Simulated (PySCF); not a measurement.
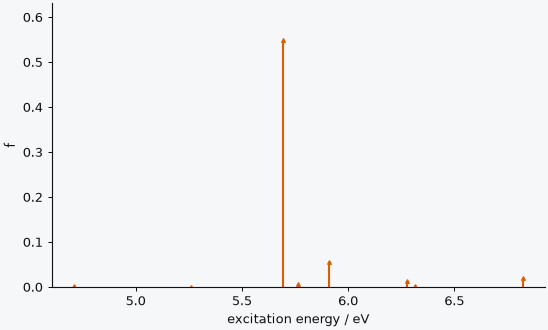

Vertical TDDFT excitations, B3LYP/def2-SVPD, PySCF, at a GFN2-xTB geometry (no frequency check), gas phase. Only the first 8 singlet excitations are included.

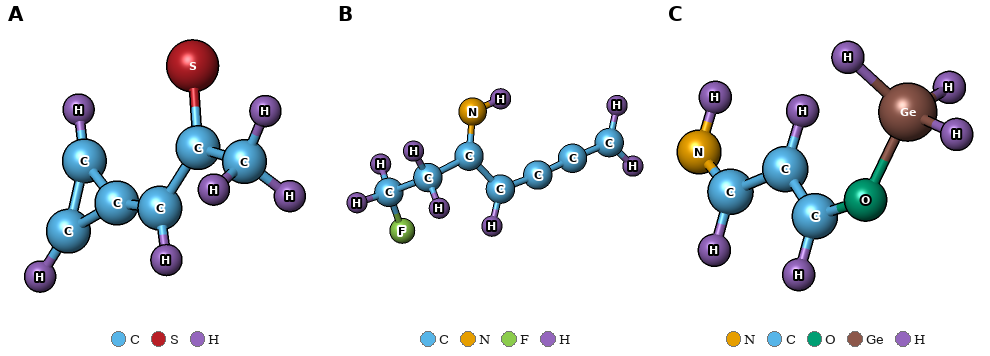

### Which molecule gives this spectrum? The candidates are drawn in the second picture.

Structure C, C₃H₇GeNO, singlet. Its lowest singlet lies at 4.71 eV (f = 0.003) and the brightest of those computed is S3 at 5.70 eV (218 nm), f = 0.549, mainly HOMO → LUMO (89 %).

Note: states above the negative HOMO energy depend on the basis; the tight-binding geometry is rougher than a DFT one and adds to the error; one conformer of a flexible molecule; core orbitals are frozen in the response.
